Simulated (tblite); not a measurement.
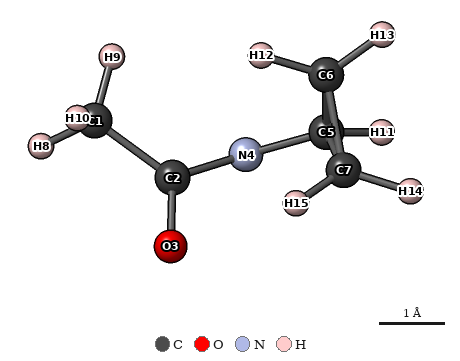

This is the input geometry for a relaxation of C₅H₈NO (multiplicity 2). A ball-and-stick model, seen at a tilt.

These are results of GFN2-xTB geometry optimisation, gas phase (tblite 0.8.0), not measurements.

```xyz
15

C     2.3475    0.0911    0.1111
C     1.1785   -0.0674   -0.8306
O     1.0567    0.7645   -1.7689
N     0.2473   -1.1346   -0.6682
C    -1.1160   -0.9275   -0.2779
C    -1.4004    0.0515    0.8101
C    -1.6925    0.4046   -0.6390
H     3.3033   -0.2151   -0.3479
H     2.1746   -0.5349    1.0087
H     2.3503    1.1898    0.3539
H    -1.7896   -1.7909   -0.4477
H    -0.4921    0.5503    1.2157
H    -2.3191    0.0040    1.4369
H    -2.7401    0.3663   -0.9861
H    -1.1127    1.2564   -1.0033
```

> What does the optimiser find from here?

After 60 geometry steps the energy has fallen by 21.0 kcal/mol. H10 moves most after the best rigid fit: 0.69 Å. By element the largest moves are H 0.69 Å, O 0.60 Å, N 0.46 Å, C 0.36 Å. Near-neighbour distances that change, for instance: C2–N4 1.426 → 1.344 Å, C5–C7 1.496 → 1.556 Å, C5–C6 1.491 → 1.547 Å, C6–C7 1.520 → 1.467 Å. Bond angles that change, for instance: C5–C7–H15 124.8° → 114.4°, C1–C2–N4 120.9° → 112.6°, N4–C5–C7 115.4° → 123.4°. Groups turn about C2–N4 by about 35°.

History of the run:

| step | E − E(0), kcal/mol |
| --- | --- |
| 0 | 0.00 |
| 1 | -7.88 |
| 2 | -11.87 |
| 3 | -13.58 |
| 4 | -15.47 |
| 5 | -16.40 |
| 6 | -17.13 |
| 7 | -17.49 |
| 8 | -17.75 |
| 9 | -17.95 |
| 10 | -18.12 |
| 13 | -18.37 |
| 15 | -18.54 |
| 18 | -18.81 |
| 21 | -19.09 |
| 23 | -19.29 |
| 26 | -19.44 |
| 28 | -19.49 |
| 31 | -19.70 |
| 34 | -20.04 |
| 36 | -20.22 |
| 39 | -20.35 |
| 42 | -20.47 |
| 44 | -20.59 |
| 47 | -20.77 |
| 49 | -20.87 |
| 52 | -20.98 |
| 55 | -21.01 |
| 57 | -21.01 |
| 60 | -21.01 |

The structure at the end:

```xyz
15

C     2.5594   -0.0716    0.0174
C     1.1860    0.1668   -0.5707
O     0.9346    1.1143   -1.3030
N     0.3337   -0.8418   -0.3182
C    -1.0020   -0.7976   -0.1942
C    -1.7021    0.2290    0.7276
C    -1.8719    0.3794   -0.7218
H     3.2211   -0.4149   -0.7754
H     2.5178   -0.8249    0.7979
H     2.9521    0.8645    0.4064
H    -1.4611   -1.7802   -0.2414
H    -1.0432    0.9150    1.2388
H    -2.5146   -0.1553    1.3256
H    -2.7980    0.0765   -1.1861
H    -1.3160    1.1487   -1.2360
```

After the run, drawn alike:

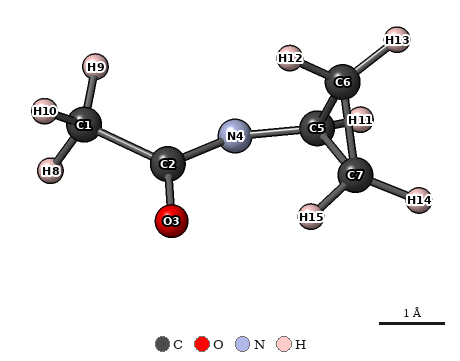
